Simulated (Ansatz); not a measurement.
# How fast states decay through Zn3CdTe4, part 2 of 3

Wanted: the relaxed cell of Zn3CdTe4, its band edges and its decay constants. It is built by putting Te for S in the Zn3CdS4 structure of space group P-43m, with the volume rescaled by atomic radii. The parent structure comes from the Materials Project.

Ansatz 0.2.0; r2SCAN DFT, plane waves, PAW files (the session's first sound run).

So far. Step 2 (Relaxing the new crystal): The largest force component on a free atom ends at 0.0019 eV/Å.

The structure was built from a prototype and need not be the compound's stable phase.

## Step 3: Band edges

The energy window and the wavevectors of the next steps follow from the band edges, so these are searched first, off the mesh as well.

The input, input.yaml:

```yaml
crystal:
  lattice:
    - [6.2258645886, 0.0, 0.0]
    - [0.0, 6.2258645886, 0.0]
    - [0.0, 0.0, 6.2258645886]
  atoms:
    - { symbol: Zn, position: [0.0, 0.5, 0.5] }
    - { symbol: Zn, position: [0.5, 0.0, 0.5] }
    - { symbol: Zn, position: [0.5, 0.5, 0.0] }
    - { symbol: Cd, position: [0.0, 0.0, 0.0] }
    - { symbol: Te, position: [0.259657292, 0.259657292, 0.259657292] }
    - { symbol: Te, position: [0.740342708, 0.740342708, 0.259657292] }
    - { symbol: Te, position: [0.259657292, 0.740342708, 0.740342708] }
    - { symbol: Te, position: [0.740342708, 0.259657292, 0.740342708] }
kpoints:
  mp_grid: { grid: [4, 4, 4] }
  band_path: { path: [VBM, CBM], npoints: 30 }
scf:
  occupations: { method: fixed }
hamiltonian:
  xc: r2scan
output:
  eigenvalues: true
  write_potential: true
  write_density: true
  volumetric_format: npy
  elf: true
```

Command:

```
$ ansatz run input.yaml --threads 2 --pin off --max-ram 4096MiB --backend cpu --events-out ev --progress --plain --runs-dir out
```

Numbers of over 12 decimals in the logs are rounded to 6 here.

The program printed:

```text
[...]
Crystal: 8 atoms, lattice volume = 241.323 Å³
Basis set: ecut = 500 eV, 6043 PW (Γ), exchange–correlation on 192×192×192 points (64 copies of the dense FFT grid, shifted against one another)
Bands: 72, of which v1, the nominal top of the filled ones, is band 60 counted from 1 (59 counted from 0)
Symmetry: 24 space group operations
[...]
k-points: 10 of 64 (time reversal used)
[...]
SCF iter   1: F=—  HF=-46228.942308 eV  |F-HF|=—  |Δ(HF+E_count)|=         —  Δρ=1.08e-2  dr2=1.39e-1  dr2_τ=1.77e-2  ethr=1.77e-3  ⟨swp⟩=5.0  Hψ=2397  notcnv=0  defer=96
[...]
SCF iter   8: F=-46228.934134 eV  HF=-46228.934134 eV  |F-HF|=2.81e-8  |Δ(HF+E_count)|=   1.15e-7  Δρ=5.02e-6  dr2=5.42e-8  dr2_τ=2.07e-9  ethr=8.33e-11  ⟨swp⟩=12.1  Hψ=3400  notcnv=0
SCF 1 converged in 8 iterations: F = -46228.934134 eV  dr2 = 5.42e-8
[...]
NSCF: frozen V_eff on 20 k-points
[...]
SCF converged after 8 iterations
Free energy (F): -46228.934134 eV
[...]
Internal energy: -46228.934134 eV  (E = F + TS)
E sigma→0 (E₀):  -46228.934134 eV
Fermi energy:    6.711684 eV
[...]
--- Band table (eV; the first three rows and the last of 10) ---
  k-point 0: bands = [... 56 lower, 4.6443, 6.7117, 6.7117, 6.7117, 8.2474, 9.2333, 9.5125, 9.5125, ... 8 higher]
  k-point 1: bands = [... 56 lower, 4.8583, 5.4868, 6.3019, 6.3019, 9.3259, 9.4774, 9.9520, 10.2900, ... 8 higher]
  k-point 2: bands = [... 56 lower, 5.3597, 5.3597, 5.6370, 5.6370, 9.6830, 9.9088, 10.6393, 10.6561, ... 8 higher]
  k-point 9: bands = [... 56 lower, 5.8097, 6.0229, 6.0229, 6.0229, 8.8248, 8.8248, 8.8248, 9.0967, ... 8 higher]
```

Wall time 51 s (2 threads of Intel Xeon Platinum 8488C (Sapphire Rapids), shared host); peak memory 1.2 GiB.

Reading the cycles: dr2 is the Hartree energy of the density residual (eV), the measure of convergence; HF is the Harris–Foulkes estimate of the energy, which meets the free energy F at convergence.

This step gave:

| Item | Value |
| --- | --- |
| Fermi energy | 6.712 eV |
| gap on the k-mesh | 1.536 eV |
| gap on path | 1.536 eV, by band count; negative where bands overlap |
| direct gap on path | 1.536 eV |
| edge places on path | 0, 0 1/A along the path |

Levels at VBM (eV): -6.97, -6.97, -6.97, -6.93, -6.88, -6.88, -6.88, -6.86, -6.86, -6.77, -6.77, -6.76, -6.62, -6.62, -6.62, -4.98, -4.98, -4.50, -2.13, -2.13, -2.13, -2.07, -2.07, -2.07, 0.00, 0.00, 0.00, 1.54, 2.52, 2.80, 2.80, 2.80, 2.82, 2.82, 4.90, 4.90, 4.90, 7.85.

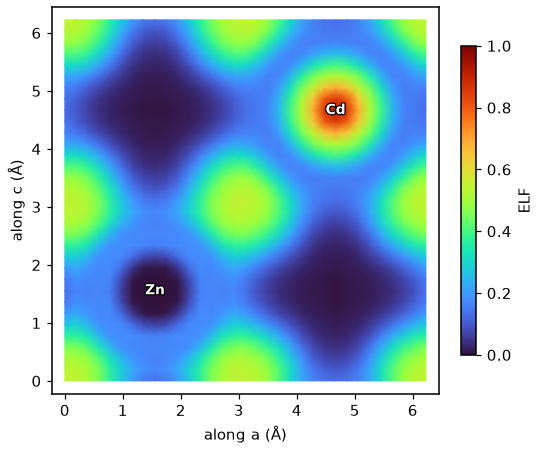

ELF in the ac plane at fractional y = 0.000, with atoms of Zn and Cd within 0.2 Å of it. It is the smooth field of the valence electrons, not physical close to the nuclei. The map starts off the cell's origin, so that atoms lie inside it.

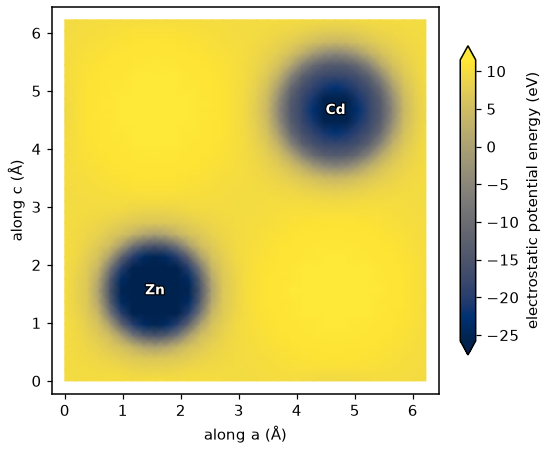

Electrostatic potential energy in the ac plane at fractional y = 0.000, with atoms of Zn and Cd within 0.2 Å of it. With pseudopotentials it is smooth inside the atoms' cores, unlike the true potential. The map starts off the cell's origin, so that atoms lie inside it.

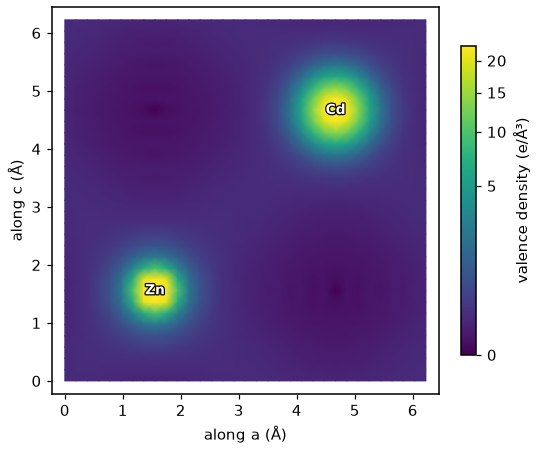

Valence density in the ac plane at fractional y = 0.000, with atoms of Zn and Cd within 0.2 Å of it. It is the smooth field of the valence electrons, not physical close to the nuclei. The map starts off the cell's origin, so that atoms lie inside it. The colour scale is stretched toward low values.

The searched edges give 1.54 eV, as on the mesh.

## Step 4: Complex bands

This step: r2SCAN DFT, plane waves, PAW files; complex bands by layer matching along the plane's normal (Ansatz 0.2.0).

The same crystal is laid in a cell whose first two vectors span the (001) plane (indices of the standard conventional cell, whose axes can be ordered otherwise than in the bulk input). At fixed energy and wavevector in the plane the solver finds all kz, real and complex. A few wavevectors are listed, (0, 0) and (0.5, 0) in units of the plane's reciprocal vectors; the slowest state needn't be among them.

input.yaml, as its differences from that of step 3:

```diff
@@ -2,5 +2,5 @@
   lattice:
-    - [6.2258645886, 0.0, 0.0]
-    - [0.0, 6.2258645886, 0.0]
-    - [0.0, 0.0, 6.2258645886]
+    - [6.225864589, 0.0, 0.0]
+    - [0.0, 6.225864589, 0.0]
+    - [0.0, 0.0, 6.225864589]
   atoms:
@@ -16,3 +16,2 @@
   mp_grid: { grid: [4, 4, 4] }
-  band_path: { path: [VBM, CBM], npoints: 30 }
 scf:
@@ -23,5 +22,6 @@
   eigenvalues: true
-  write_potential: true
-  write_density: true
-  volumetric_format: npy
-  elf: true
+  transmission:
+    leads: [[0, 0]]
+    kpoints: [[0.0, 0.0], [0.5, 0.0]]
+    e_range: [-1.0, 2.54]
+    de: 0.07
```

The program printed:

```text
[...]
Crystal: 8 atoms, lattice volume = 241.323 Å³
Basis set: ecut = 500 eV, 6043 PW (Γ), exchange–correlation on 192×192×192 points (64 copies of the dense FFT grid, shifted against one another)
Bands: 72, of which v1, the nominal top of the filled ones, is band 60 counted from 1 (59 counted from 0)
Symmetry: 24 space group operations
[...]
k-points: 10 of 64 (time reversal used)
[...]
SCF iter   1: F=—  HF=-46228.942311 eV  |F-HF|=—  |Δ(HF+E_count)|=         —  Δρ=1.08e-2  dr2=1.39e-1  dr2_τ=1.77e-2  ethr=1.77e-3  ⟨swp⟩=5.0  Hψ=2397  notcnv=0  defer=96
[...]
SCF iter   8: F=-46228.934134 eV  HF=-46228.934134 eV  |F-HF|=2.81e-8  |Δ(HF+E_count)|=   1.15e-7  Δρ=5.02e-6  dr2=5.42e-8  dr2_τ=2.06e-9  ethr=8.33e-11  ⟨swp⟩=12.1  Hψ=3398  notcnv=0
SCF 1 converged in 8 iterations: F = -46228.934134 eV  dr2 = 5.42e-8
[...]
transmission: 9 of 18 steps passed
transmission: 18 of 18 steps passed
SCF converged after 8 iterations
Free energy (F): -46228.934134 eV
[...]
Internal energy: -46228.934134 eV  (E = F + TS)
E sigma→0 (E₀):  -46228.934134 eV
Fermi energy:    6.711684 eV
[...]
--- Band table (eV; the first three rows and the last of 10) ---
  k-point 0: bands = [... 56 lower, 4.6443, 6.7117, 6.7117, 6.7117, 8.2474, 9.2333, 9.5125, 9.5125, ... 8 higher]
  k-point 1: bands = [... 56 lower, 4.8583, 5.4868, 6.3019, 6.3019, 9.3259, 9.4774, 9.9520, 10.2900, ... 8 higher]
  k-point 2: bands = [... 56 lower, 5.3597, 5.3597, 5.6370, 5.6370, 9.6830, 9.9088, 10.6393, 10.6561, ... 8 higher]
  k-point 9: bands = [... 56 lower, 5.8097, 6.0229, 6.0229, 6.0229, 8.8248, 8.8248, 8.8248, 9.0967, ... 8 higher]
--- Transmission ---
  basis      : 405 plane waves across, 9 finite elements along
  points     : 2, as listed
  energies   : 51 from -1.000000 to 2.500000 eV about the Fermi level, 0.070000 eV apart; the leads are filled to 0.767840 eV, and channels, transmission and decay are at 0.750000 eV
  crystal 0  : Te4Zn3Cd1, at the sites [0, 0], period 6.2259 Å: whole cells are its period
    offset         : up to 0.0000 Å between an atom of the period and one for which it stands
    channels       : 0.000000e0 a spin
    conductance    : none, the energies end too early or step too widely for 300 K: set another output.transmission.e_range or a lower de, or, where they end at an eighth of basis.ecutwfc, a higher one
    slowest decay  : 0.1030 /Å at (0.0000, 0.0000)
```

Wall time 1.8 min (2 threads); peak memory 2.3 GiB.

This step gave:

- level to which the leads are filled: 0.7678 eV from the Fermi level
- decay constant at the filling level, zone centre: 0.1030 Å⁻¹
- decay constant at the filling level, slowest listed point: 0.103 Å⁻¹

K parallel (0, 0); values up to 1.5 1/Å, a degenerate pair printed once or twice; energies at which all values exceed this have no row. Table of Im kz of the slowest decaying states by energy, zero at the highest filled level on the SCF mesh:

| energy (eV) | decay 1 (Å⁻¹) | decay 2 (Å⁻¹) | decay 3 (Å⁻¹) | decay 4 (Å⁻¹) |
| --- | --- | --- | --- | --- |
| -1.000 | 0.284 | 0.326 | 0.337 | 0.951 |
| -0.510 | 0.305 | 0.345 | 0.352 | 0.877 |
| -0.020 | 0.309 | 0.348 | 0.349 | 0.802 |
| 0.470 | 0.0950 | 0.238 | 0.300 | 0.326 |
| 1.030 | 0.0970 | 0.275 | 0.306 | 0.315 |
| 1.520 | 0.0209 | 0.239 | 0.281 | 0.304 |
| 2.010 | 0.182 | 0.231 | 0.241 | 0.327 |
| 2.500 | 0.0416 | 0.150 | 0.150 | 0.206 |

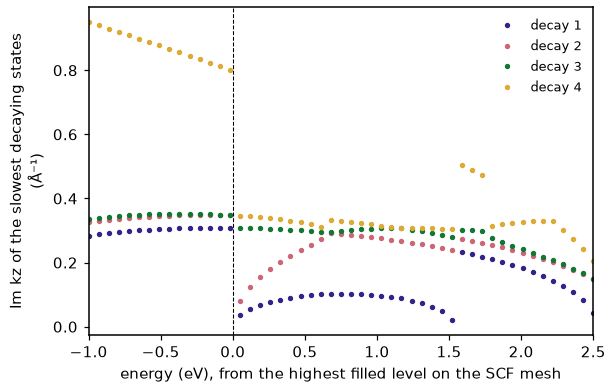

Im kz of the slowest decaying states, plotted against energy.

K parallel (0, 0). Table of Re kz of states that move upwards by energy, zero at the highest filled level on the SCF mesh:

| energy (eV) | channel 1 (Å⁻¹) | channel 2 (Å⁻¹) | channel 3 (Å⁻¹) |
| --- | --- | --- | --- |
| -1.0000 | -0.453 | -0.453 | -0.217 |
| -0.7200 | -0.356 | -0.356 | -0.173 |
| -0.5100 | -0.287 | -0.287 | -0.138 |
| -0.2300 | -0.183 | -0.183 | -0.0859 |
| -0.0200 | -0.0521 | -0.0521 | -0.0237 |
| 0.2600 | - | - | - |
| 0.4700 | - | - | - |
| 0.7500 | - | - | - |
| 1.0300 | - | - | - |
| 1.2400 | - | - | - |
| 1.5200 | - | - | - |
| 1.7300 | 0.0790 | - | - |
| 2.0100 | 0.135 | - | - |
| 2.2200 | 0.172 | - | - |
| 2.5000 | 0.225 | - | - |

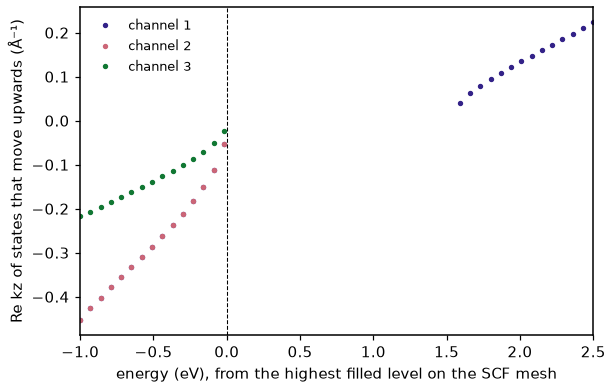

Re kz of states that move upwards against energy.

K parallel (0.5, 0); values up to 1.5 1/Å, a degenerate pair printed once or twice; energies at which all values exceed this have no row. Im kz of the slowest decaying states against energy, zero at the highest filled level on the SCF mesh:

| energy (eV) | decay 1 (Å⁻¹) | decay 2 (Å⁻¹) | decay 3 (Å⁻¹) | decay 4 (Å⁻¹) |
| --- | --- | --- | --- | --- |
| -1.0000 | 0.0910 | 0.110 | 0.137 | 0.765 |
| -0.7200 | 0.0455 | 0.118 | 0.197 | 0.208 |
| -0.5100 | 0.163 | 0.210 | 0.231 | 0.237 |
| -0.2300 | 0.231 | 0.261 | 0.263 | 0.273 |
| -0.0200 | 0.264 | 0.276 | 0.277 | 0.303 |
| 0.2600 | 0.287 | 0.290 | 0.296 | 0.332 |
| 0.4700 | 0.291 | 0.296 | 0.313 | 0.346 |
| 0.7500 | 0.292 | 0.298 | 0.328 | 0.358 |
| 1.0300 | 0.288 | 0.296 | 0.337 | 0.363 |
| 1.2400 | 0.283 | 0.292 | 0.340 | 0.363 |
| 1.5200 | 0.271 | 0.282 | 0.323 | 0.352 |
| 1.7300 | 0.259 | 0.272 | 0.313 | 0.344 |
| 2.0100 | 0.238 | 0.254 | 0.299 | 0.339 |
| 2.2200 | 0.217 | 0.236 | 0.285 | 0.326 |
| 2.5000 | 0.180 | 0.207 | 0.262 | 0.303 |

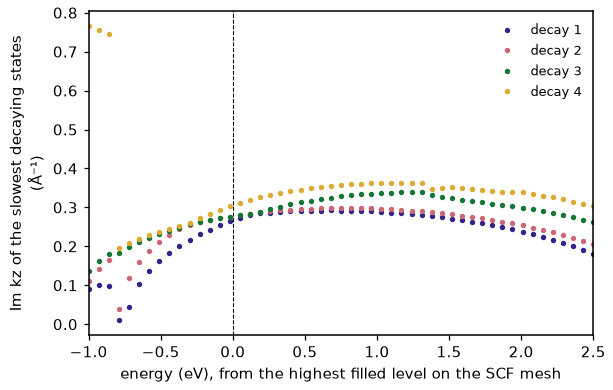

Im kz of the slowest decaying states, plotted against energy.

At the listed wavevectors the last open channel is at -0.02 eV and the next at +1.59 eV on the grid. At +0.75 eV, the grid energy nearest the filling level (the middle of the gap on the SCF mesh), the slowest state at the listed wavevectors decays with κ = 0.103 Å⁻¹, its amplitude falling by e over 9.7 Å. Through 1 nm of this crystal that state's transmission falls by exp(−2 × 0.103 Å⁻¹ × 10 Å) = 0.13.

## Step 5: Decay over the two-dimensional zone

The listed points could miss the slowest state, so one energy near mid-gap is solved on a mesh of 8×8.

input.yaml, as its differences from that of step 4:

```diff
@@ -22,6 +22,2 @@
   eigenvalues: true
-  transmission:
-    leads: [[0, 0]]
-    kpoints: [[0.0, 0.0], [0.5, 0.0]]
-    e_range: [-1.0, 2.54]
-    de: 0.07
+  transmission: { leads: [[0, 0]], kmesh: [8, 8], e_range: [0.77, 0.78], de: 0.05 }
```

The program printed:

```text
[...]
Crystal: 8 atoms, lattice volume = 241.323 Å³
Basis set: ecut = 500 eV, 6043 PW (Γ), exchange–correlation on 192×192×192 points (64 copies of the dense FFT grid, shifted against one another)
Bands: 72, of which v1, the nominal top of the filled ones, is band 60 counted from 1 (59 counted from 0)
Symmetry: 24 space group operations
[...]
k-points: 10 of 64 (time reversal used)
[...]
SCF iter   1: F=—  HF=-46228.942311 eV  |F-HF|=—  |Δ(HF+E_count)|=         —  Δρ=1.08e-2  dr2=1.39e-1  dr2_τ=1.77e-2  ethr=1.77e-3  ⟨swp⟩=5.0  Hψ=2397  notcnv=0  defer=96
[...]
SCF iter   8: F=-46228.934134 eV  HF=-46228.934134 eV  |F-HF|=2.81e-8  |Δ(HF+E_count)|=   1.15e-7  Δρ=5.02e-6  dr2=5.42e-8  dr2_τ=2.06e-9  ethr=8.33e-11  ⟨swp⟩=12.1  Hψ=3398  notcnv=0
SCF 1 converged in 8 iterations: F = -46228.934134 eV  dr2 = 5.42e-8
[...]
transmission: 36 of 189 steps passed
transmission: 72 of 189 steps passed
[...]
transmission: 189 of 189 steps passed
SCF converged after 8 iterations
Free energy (F): -46228.934134 eV
[...]
Internal energy: -46228.934134 eV  (E = F + TS)
E sigma→0 (E₀):  -46228.934134 eV
Fermi energy:    6.711684 eV
[...]
--- Band table (eV; the first three rows and the last of 10) ---
  k-point 0: bands = [... 56 lower, 4.6443, 6.7117, 6.7117, 6.7117, 8.2474, 9.2333, 9.5125, 9.5125, ... 8 higher]
  k-point 1: bands = [... 56 lower, 4.8583, 5.4868, 6.3019, 6.3019, 9.3259, 9.4774, 9.9520, 10.2900, ... 8 higher]
  k-point 2: bands = [... 56 lower, 5.3597, 5.3597, 5.6370, 5.6370, 9.6830, 9.9088, 10.6393, 10.6561, ... 8 higher]
  k-point 9: bands = [... 56 lower, 5.8097, 6.0229, 6.0229, 6.0229, 8.8248, 8.8248, 8.8248, 9.0967, ... 8 higher]
--- Transmission ---
  basis      : 405 plane waves across, 9 finite elements along
  points     : 21, standing for a mesh of 8 x 8
  energies   : 1 from 0.770000 to 0.770000 eV about the Fermi level; the leads are filled to 0.767840 eV, and channels, transmission and decay are at 0.770000 eV
  crystal 0  : Te4Zn3Cd1, at the sites [0, 0], period 6.2259 Å: whole cells are its period
[...]
channels       : 0.000000e0 a spin
    conductance    : none, crystal 0 has no channel at the energies, or these end too early or step too widely for 300 K: set another output.transmission.e_range or a lower de, or, where they end at an eighth of basis.ecutwfc, a higher one
    slowest decay  : 0.1030 /Å at (0.0000, 0.0000)
```

The job ended after 2 min (2 threads; peak memory 2.6 GiB).

This step gave:

| Quantity | Value |
| --- | --- |
| least decay constant on the mesh | 0.103 Å⁻¹ |

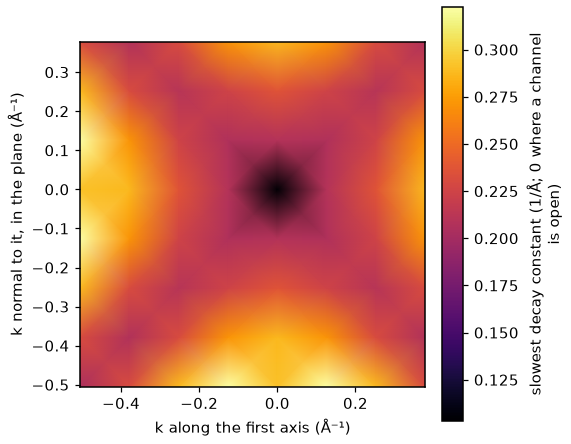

Slowest decay constant (1/Å; 0 where a channel is open) over k1 and k2. At 0.7700 eV from the Fermi level.

The least value on the mesh is 0.103 Å⁻¹ at +0.77 eV. At that energy the listed points give about 0.103 Å⁻¹ by interpolation, so the mesh holds no clearly slower state.

## Step 6: Band edges at another level, cutoff 420 eV

This step: PBEsol DFT, plane waves, PAW files (Ansatz 0.2.0).

The edges again with PBEsol, at the same atoms. Against that run the cutoff is 420 eV against 500.

input.yaml, as its differences from that of step 5:

```diff
@@ -2,5 +2,5 @@
   lattice:
-    - [6.225864589, 0.0, 0.0]
-    - [0.0, 6.225864589, 0.0]
-    - [0.0, 0.0, 6.225864589]
+    - [6.2258645886, 0.0, 0.0]
+    - [0.0, 6.2258645886, 0.0]
+    - [0.0, 0.0, 6.2258645886]
   atoms:
@@ -16,2 +16,3 @@
   mp_grid: { grid: [4, 4, 4] }
+  band_path: { path: [VBM, CBM], npoints: 30 }
 scf:
@@ -19,5 +20,4 @@
 hamiltonian:
-  xc: r2scan
+  xc: pbesol
 output:
   eigenvalues: true
-  transmission: { leads: [[0, 0]], kmesh: [8, 8], e_range: [0.77, 0.78], de: 0.05 }
```

The program printed:

```text
[...]
Crystal: 8 atoms, lattice volume = 241.323 Å³
Basis set: ecut = 420 eV, 4729 PW (Γ)
Bands: 72, of which v1, the nominal top of the filled ones, is band 60 counted from 1 (59 counted from 0)
Symmetry: 24 space group operations
[...]
k-points: 10 of 64 (time reversal used)
[...]
SCF iter   1: F=—  HF=-45635.919348 eV  |F-HF|=—  |Δ(HF+E_count)|=         —  Δρ=3.36e-3  dr2=3.12e-2  ethr=1.77e-3  ⟨swp⟩=5.0  Hψ=2241  notcnv=0  defer=96
[...]
SCF iter   8: F=-45635.910298 eV  HF=-45635.910298 eV  |F-HF|=2.18e-8  |Δ(HF+E_count)|=   8.20e-7  Δρ=4.40e-6  dr2=3.64e-8  ethr=8.33e-11  ⟨swp⟩=12.1  Hψ=3475  notcnv=0
SCF 1 converged in 8 iterations: F = -45635.910298 eV  dr2 = 3.64e-8
[...]
SCF converged after 8 iterations
Free energy (F): -45635.910298 eV
[...]
Internal energy: -45635.910298 eV  (E = F + TS)
E sigma→0 (E₀):  -45635.910298 eV
Fermi energy:    6.822179 eV
[...]
--- Band table (eV; the first three rows and the last of 10) ---
  k-point 0: bands = [... 56 lower, 4.7973, 6.8222, 6.8222, 6.8222, 7.7321, 8.9268, 9.2249, 9.2249, ... 8 higher]
  k-point 1: bands = [... 56 lower, 5.0061, 5.4847, 6.4158, 6.4158, 8.9923, 9.1665, 9.6267, 9.9922, ... 8 higher]
  k-point 2: bands = [... 56 lower, 5.4963, 5.4963, 5.7602, 5.7602, 9.3991, 9.6256, 10.2434, 10.2800, ... 8 higher]
  k-point 9: bands = [... 56 lower, 5.9422, 6.1441, 6.1441, 6.1441, 8.4538, 8.4538, 8.4538, 8.6780, ... 8 higher]
```

Run time: 32 s. Hardware: 2 threads; peak memory 0.74 GiB.

This step gave:

* free energy: -45635.9103 eV
* Fermi energy: 6.822 eV
* gap on the k-mesh: 0.9099 eV
* gap on path: 0.9099 eV, by band count; negative where bands overlap
* direct gap on path: 0.9099 eV

Levels at VBM (eV): -6.78, -6.78, -6.78, -6.75, -6.70, -6.70, -6.70, -6.68, -6.68, -6.60, -6.60, -6.59, -6.46, -6.46, -6.46, -4.92, -4.92, -4.48, -2.08, -2.08, -2.08, -2.02, -2.02, -2.02, 0.00, 0.00, 0.00, 0.91, 2.10, 2.40, 2.40, 2.40, 2.45, 2.45, 4.47, 4.47, 4.47, 7.18.

The searched edges give 0.910 eV, as on the mesh.

Between step 3 and this run (PBEsol and cutoff 420 eV) the value for the gap on path moves from 1.54 eV to 0.910 eV.

(Part 2 of 3 ends here.)

[Logs are printed without paths, hosts, clocks, repeated set-up lines and the standing remarks that a program may print on its own settings, such as how far it seeks lower states.]

[Hosts, paths, dates, database ids (printed as entryN), source tags and the programs' standing remarks are cut or masked in the printed files.]
